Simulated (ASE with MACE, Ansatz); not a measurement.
# Mo in place of Ru at several sites of (10-13) twin boundary in hcp Ru (70 atoms)

Aim: make Mo in place of Ru at several sites of (10-13) twin boundary in hcp Ru (70 atoms), relax each, and compare their energies.

Method: Kohn-Sham DFT, PBE, PAW (set soft_2), plane waves, in Ansatz 0.2.0.

## Step 1: Set-up

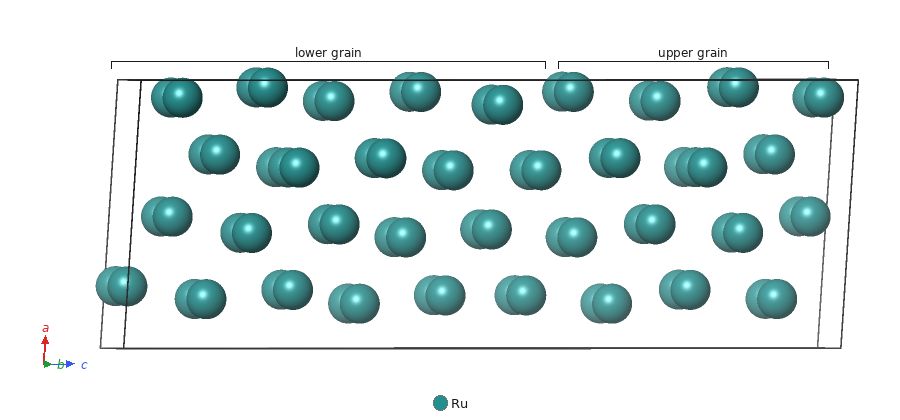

The cell as given, from the side, with the c axis across the page (ruthenium teal). Some periodic images of atoms are drawn too.

The cell holds 70 atoms: 70 Ru. Its edges and angles: a = 9.201 Å, b = 5.430 Å, c = 22.213 Å, α = 90.0°, β = 90.0°, γ = 63.7°. It derives from Ru. Two grains of Ru, one the mirror image of the other in the boundary plane, two boundaries a cell; of 6 trial joints (lateral shifts, openings, close atoms taken out) the lowest after a short relaxation with the MACE-MP-0b2 potential was kept (shift [0, 0] of the surface cell, opening 0.00 Å, one of each pair under 1.88 Å removed), then its atoms and the cell's length along the normal were relaxed with that potential. Lattice constants are starting values near those of PBE. Regions: lower grain, 38 atoms (38 Ru); upper grain, 32 atoms (32 Ru).

Limits known from the start: The cell is under 6 Å thick along one periodic direction, so every atom has periodic images of itself close by, which move with it and show among its neighbours and in g(r).

## Step 2: Single point at the start

The forces at the start show how far the geometry lies from a minimum of this functional.

Contents of input.yaml:

```yaml
crystal:
  lattice:
    - [9.20106, 0.0, 0.0]
    - [2.40338, 4.86915, 0.0]
    - [0.0, 0.0, 22.21325]
  atoms:
    - { symbol: Ru, position: [0.23123, 0.07658, 0.99978] }
    - { symbol: Ru, position: [0.93426, 0.29931, 0.05257] }
    - { symbol: Ru, position: [0.49084, 0.13187, 0.05487] }
    - { symbol: Ru, position: [0.18379, 0.36216, 0.10185] }
    - { symbol: Ru, position: [0.72212, 0.20841, 0.11286] }
    - { symbol: Ru, position: [0.43049, 0.42714, 0.15729] }
    - { symbol: Ru, position: [0.97191, 0.27107, 0.17153] }
    - { symbol: Ru, position: [0.67414, 0.4944, 0.21536] }
    - { symbol: Ru, position: [0.21808, 0.33644, 0.22263] }
    - { symbol: Ru, position: [0.92123, 0.05908, 0.27235] }
    - { symbol: Ru, position: [0.46213, 0.40341, 0.27945] }
    - { symbol: Ru, position: [0.16626, 0.12531, 0.32389] }
    - { symbol: Ru, position: [0.70857, 0.46857, 0.33656] }
    - { symbol: Ru, position: [0.41344, 0.18992, 0.38034] }
    - { symbol: Ru, position: [0.95494, 0.0338, 0.39319] }
    - { symbol: Ru, position: [0.66336, 0.25248, 0.4386] }
    - { symbol: Ru, position: [0.197, 0.10225, 0.44343] }
    - { symbol: Ru, position: [0.90751, 0.31937, 0.49951] }
    - { symbol: Ru, position: [0.44269, 0.16798, 0.49986] }
    - { symbol: Ru, position: [0.93401, 0.29949, 0.94701] }
    - { symbol: Ru, position: [0.49047, 0.13215, 0.94444] }
    - { symbol: Ru, position: [0.18358, 0.36232, 0.89775] }
    - { symbol: Ru, position: [0.72216, 0.20838, 0.88654] }
    - { symbol: Ru, position: [0.43034, 0.42724, 0.84219] }
    - { symbol: Ru, position: [0.97193, 0.27105, 0.8281] }
    - { symbol: Ru, position: [0.6743, 0.49428, 0.7841] }
    - { symbol: Ru, position: [0.21786, 0.3366, 0.7769] }
    - { symbol: Ru, position: [0.92142, 0.05894, 0.72709] }
    - { symbol: Ru, position: [0.46205, 0.40346, 0.72002] }
    - { symbol: Ru, position: [0.16606, 0.12545, 0.67563] }
    - { symbol: Ru, position: [0.70888, 0.46834, 0.6629] }
    - { symbol: Ru, position: [0.41342, 0.18993, 0.61906] }
    - { symbol: Ru, position: [0.95503, 0.03373, 0.60602] }
    - { symbol: Ru, position: [0.66347, 0.2524, 0.56079] }
    - { symbol: Ru, position: [0.19687, 0.10235, 0.55597] }
    - { symbol: Ru, position: [0.23123, 0.57658, 0.99978] }
    - { symbol: Ru, position: [0.93426, 0.79931, 0.05257] }
    - { symbol: Ru, position: [0.49084, 0.63187, 0.05487] }
    - { symbol: Ru, position: [0.18379, 0.86216, 0.10185] }
    - { symbol: Ru, position: [0.72212, 0.70841, 0.11286] }
    - { symbol: Ru, position: [0.43049, 0.92714, 0.15729] }
    - { symbol: Ru, position: [0.97191, 0.77107, 0.17153] }
    - { symbol: Ru, position: [0.67414, 0.9944, 0.21536] }
    - { symbol: Ru, position: [0.21808, 0.83644, 0.22263] }
    - { symbol: Ru, position: [0.92123, 0.55908, 0.27235] }
    - { symbol: Ru, position: [0.46213, 0.90341, 0.27945] }
    - { symbol: Ru, position: [0.16626, 0.62531, 0.32389] }
    - { symbol: Ru, position: [0.70857, 0.96857, 0.33656] }
    - { symbol: Ru, position: [0.41344, 0.68992, 0.38034] }
    - { symbol: Ru, position: [0.95493, 0.5338, 0.39319] }
    - { symbol: Ru, position: [0.66336, 0.75248, 0.4386] }
    - { symbol: Ru, position: [0.197, 0.60225, 0.44343] }
    - { symbol: Ru, position: [0.90751, 0.81937, 0.49951] }
    - { symbol: Ru, position: [0.44269, 0.66798, 0.49986] }
    - { symbol: Ru, position: [0.93401, 0.79949, 0.94701] }
    - { symbol: Ru, position: [0.49047, 0.63215, 0.94444] }
    - { symbol: Ru, position: [0.18358, 0.86232, 0.89775] }
    - { symbol: Ru, position: [0.72216, 0.70838, 0.88654] }
    - { symbol: Ru, position: [0.43034, 0.92724, 0.84219] }
    - { symbol: Ru, position: [0.97193, 0.77105, 0.8281] }
    - { symbol: Ru, position: [0.6743, 0.99428, 0.7841] }
    - { symbol: Ru, position: [0.21786, 0.8366, 0.7769] }
    - { symbol: Ru, position: [0.92142, 0.55894, 0.72709] }
    - { symbol: Ru, position: [0.46205, 0.90346, 0.72002] }
    - { symbol: Ru, position: [0.16606, 0.62545, 0.67563] }
    - { symbol: Ru, position: [0.70888, 0.96834, 0.6629] }
    - { symbol: Ru, position: [0.41342, 0.68993, 0.61906] }
    - { symbol: Ru, position: [0.95503, 0.53373, 0.60602] }
    - { symbol: Ru, position: [0.66347, 0.7524, 0.56079] }
    - { symbol: Ru, position: [0.19687, 0.60235, 0.55597] }
kpoints:
  mp_grid: { grid: [2, 3, 1] }
hamiltonian:
  xc: pbe
scf:
  occupations: { method: fermi_dirac, width: 0.1 }
output:
  forces: true
```

Command:

```bash
$ ansatz run input.yaml --threads 6 --pin off --max-ram 102400MiB --backend cuda --events-out ev --progress --plain --runs-dir out
```

Numbers of over 12 decimals in the logs are rounded to 6 here.

Log:

```text
Warning: the atoms were moved onto the symmetric positions of the space group found under crystal.symmetry.tolerance 1.0e-5 (fractional; no operation is sought that the atoms, as they stand in a round, miss by more than twice it, and no atom is moved by as much as it), and the run uses the moved positions. [...]
[...]
Pseudopotentials: kind: paw
Pseudopotential: Ru, paw, valence charge 16, recommended cutoff 420 eV (normal), Ru.paw.azcp
[... 5 lines on functional and potentials left out ...]
device memory: the entry about to start is reckoned to put 19.1 GiB on a device that reports 78.6 GiB free
GPU FFT provider: cuFFT
GPU libraries: cuBLAS 13.8.2, cuFFT 12.4.0, cuSOLVER 12.3.4
Crystal: 70 atoms, lattice volume = 995.183 Å³
Basis set: ecut = 420 eV, 19417 PW (Γ), exchange–correlation on 128×80×300 points (8 copies of the dense FFT grid, shifted against one another)
Bands: 672, of which v1, the nominal top of the filled ones, is band 560 counted from 1 (559 counted from 0)
Symmetry: 2 space group operations
Space group: Cm (ITA 8), of the structure as read, at distance tolerance 1.0e-4 Å
k-points: 4 of 6 (time reversal used)
[... 3 lines on functional and potentials left out ...]
Initial density: superposition of atomic densities (neutral atoms: chi_scale 0, normalization atom), corrected by the library's trained network
Initial wavefunctions: pseudopotential atomic-orbital guess
GPU buffer pool allocated for 384000 grid points (all kernels)
GPU transforms: local potential and band sums: pruned to the plane-wave sphere, on 64×40×150
[...]
SCF iter   1: F=—  HF=-411500.510229 eV  |F-HF|=—  |Δ(HF+E_count)|=         —  Δρ=9.46e-3  dr2=5.85e0  ethr=1.77e-3  ⟨swp⟩=5.0  Hψ=8478  notcnv=0  defer=8
preconditioner: auto → Kerker (q_TF=auto, 2.783 Å⁻¹)  [metal: Δε(μ)=0.003 eV  Ē_g=4.601 eV  σ=0.100 eV  W_gap=0.01  n_scr=370 (ndim 8)  ℏωp=27.9 eV  f_vac=0.003  D(μ)=66.71/eV (n_scr^D=688)]
[...]
SCF iter   8: F=—  HF=-411500.543344 eV  |F-HF|=—  |Δ(HF+E_count)|=   3.64e-7  Δρ=3.70e-6  dr2=5.12e-7  ethr=3.39e-10  ⟨swp⟩=2.0  Hψ=3612  notcnv=0  defer=18
SCF iter   9: F=-411500.543344 eV  HF=-411500.543344 eV  |F-HF|=4.12e-8  |Δ(HF+E_count)|=   3.49e-8  Δρ=1.20e-6  dr2=6.09e-8  ethr=8.93e-12  ⟨swp⟩=4.0  Hψ=8292  notcnv=0
SCF 1 converged in 9 iterations: F = -411500.543344 eV  dr2 = 6.09e-8
[...]
SCF converged after 9 iterations
Free energy (F): -411500.543344 eV
Harris-Foulkes:  -411500.543344 eV  (|F-HF|=4.12e-8)
Internal energy: -411498.316074 eV  (E = F + TS)
E sigma→0 (E₀):  -411499.429709 eV
Entropy (-TS):   -2.227271 eV (-31.818 meV/atom)
Fermi energy:    22.265940 eV
--- Per-component energies (eV) ---
[...]
Σ components = -411500.543344   (vs F -411500.543344, Δ=0.00e0)
--- Forces (eV/Å), atoms counted from 1 ---
  atom   1  Ru     0.96084946    -0.47426666     0.00001431
  atom   2  Ru     0.01960161    -0.00979153    -0.22539845
  atom   3  Ru    -0.46886577     0.23161062     0.59041896
  atom   4  Ru     0.03946009    -0.01941006    -0.03638887
[...]
atom  70  Ru     0.42649967    -0.21073214     0.35634728
  max |Σ_I F_I| component: 2.53e-6 eV/Å
```

It took 4.3 s on 1 × NVIDIA H100 80GB HBM3 with 6 threads of AMD EPYC 7R13 (Zen 3), shared host; peak memory 1.2 GiB.

That memory is the host's; the program planned 19.1 GiB on the GPU.

The program notes that positions were snapped to a detected symmetry.

The r.m.s. force at the start is 0.21 eV/Å.

## Step 3: Relaxation

The atoms are relaxed in the fixed cell, aiming at the force tolerance of the input.

Contents of input.yaml:

```yaml
crystal:
  lattice:
    - [9.20106, 0.0, 0.0]
    - [2.40338, 4.86915, 0.0]
    - [0.0, 0.0, 22.21325]
  atoms:
    [... the 70 atom lines of step 2 ...]
kpoints:
  mp_grid: { grid: [2, 3, 1] }
hamiltonian:
  xc: pbe
scf:
  occupations: { method: fermi_dirac, width: 0.1 }
output:
  forces: true
relax:
  f_tol: 0.05
  max_steps: 150
```

Log:

```text
[...]
GPU FFT provider: cuFFT
GPU libraries: cuBLAS 13.8.2, cuFFT 12.4.0, cuSOLVER 12.3.4
Crystal: 70 atoms, lattice volume = 995.183 Å³
Basis set: ecut = 420 eV, 19417 PW (Γ), exchange–correlation on 128×80×300 points (8 copies of the dense FFT grid, shifted against one another)
Bands: 672, of which v1, the nominal top of the filled ones, is band 560 counted from 1 (559 counted from 0)
Symmetry: 2 space group operations
[...]
k-points: 4 of 6 (time reversal used)
[...]
GPU buffer pool allocated for 384000 grid points (all kernels)
[...]
SCF iter   1: F=—  HF=-411500.510227 eV  |F-HF|=—  |Δ(HF+E_count)|=         —  Δρ=9.46e-3  dr2=5.85e0  ethr=1.77e-3  ⟨swp⟩=5.0  Hψ=8478  notcnv=0  defer=8
[...]
SCF iter   5: F=—  HF=-411500.543370 eV  |F-HF|=—  |Δ(HF+E_count)|=   2.99e-3  Δρ=8.37e-5  dr2=4.88e-4  ethr=6.72e-7  ⟨swp⟩=2.0  Hψ=3088  notcnv=0  defer=18
SCF iter   6: F=-411500.543324 eV  HF=-411500.543345 eV  |F-HF|=2.07e-5  |Δ(HF+E_count)|=   2.52e-5  Δρ=2.13e-5  dr2=2.52e-5  ethr=5.58e-9  ⟨swp⟩=2.5  Hψ=8690  notcnv=0
SCF 1 converged in 6 iterations: F = -411500.543324 eV  dr2 = 2.52e-5
[...]
relax step   1: F+E_penalty+E_count = -411500.54332438 eV  Δ(F+E_penalty+E_count) = +0.000e0 eV  max|allowed force component| = 9.607e-1 eV/Å  Δτ_max = 0.0000 Å  (6 SCF iters, dr2 threshold 6.25e-5 eV, accepted)
[...]
relax step   2: F+E_penalty+E_count = -411501.04320292 eV  Δ(F+E_penalty+E_count) = -4.999e-1 eV  max|allowed force component| = 6.678e-1 eV/Å  Δτ_max = 0.1951 Å  (6 SCF iters, dr2 threshold 5.77e-5 eV, accepted)
[...]
relax step   3: F+E_penalty+E_count = -411501.14586435 eV  Δ(F+E_penalty+E_count) = -1.027e-1 eV  max|allowed force component| = 2.459e-1 eV/Å  Δτ_max = 0.0431 Å  (6 SCF iters, dr2 threshold 2.79e-5 eV, accepted)
[...]
relax step   4: F+E_penalty+E_count = -411501.16028185 eV  Δ(F+E_penalty+E_count) = -1.442e-2 eV  max|allowed force component| = 2.347e-2 eV/Å  Δτ_max = 0.0234 Å  (6 SCF iters, dr2 threshold 8.20e-6 eV, accepted)
[...]
relax step   5: F+E_penalty+E_count = -411501.16028257 eV  Δ(F+E_penalty+E_count) = -7.134e-7 eV  max|allowed force component| = 2.349e-2 eV/Å  Δτ_max = 0.0000 Å  (6 SCF iters, accepted)
SCF converged after 6 iterations
Free energy (F): -411501.160283 eV
[...]
Internal energy: -411499.010224 eV  (E = F + TS)
E sigma→0 (E₀):  -411500.085254 eV
Entropy (-TS):   -2.150058 eV (-30.715 meV/atom)
Fermi energy:    22.267668 eV
[...]
Σ components = -411501.160283   (vs F -411501.160283, Δ=0.00e0)
--- Forces (eV/Å), atoms counted from 1 ---
  atom   1  Ru     0.01513298    -0.00747589     0.00055235
  atom   2  Ru     0.00220520    -0.00109947     0.01280392
  atom   3  Ru     0.01328656    -0.00654982    -0.01119847
  atom   4  Ru    -0.02040048     0.01007869     0.00447053
[...]
atom  70  Ru    -0.00058583     0.00028823    -0.02349090
  max |Σ_I F_I| component: 3.38e-6 eV/Å
--- Relaxed structure (5 steps of the walk, 5 accepted, 0 SCFs on fresh bases) ---
  F+E_penalty+E_count = -411501.16028257 eV   max|allowed force component| = 2.349e-2 eV/Å
  atoms:
    - { symbol: Ru, position: [0.254101, 0.059425, 0.999720] }
    - { symbol: Ru, position: [0.941071, 0.294199, 0.051868] }
    - { symbol: Ru, position: [0.485893, 0.135582, 0.059516] }
    - { symbol: Ru, position: [0.187450, 0.359414, 0.101496] }
[...]
- { symbol: Ru, position: [0.196929, 0.602304, 0.557236] }
```

Elapsed: 15 s, on 1 × NVIDIA H100 80GB HBM3 with 6 threads; peak memory 1.3 GiB.

That memory is the host's; the program planned 19.1 GiB on the GPU.

The relaxation converged after 5 steps, 0.617 eV below its start, with a largest force component of 0.023 eV/Å.

(Part 1 of 4 ends here.)

[Logs are printed without paths, hosts, clocks, repeated set-up lines and the standing remarks that a program may print on its own settings, such as how far it seeks lower states.]

[Hosts, paths, dates, database ids (printed as entryN), source tags and the programs' standing remarks are cut or masked in the printed files.]
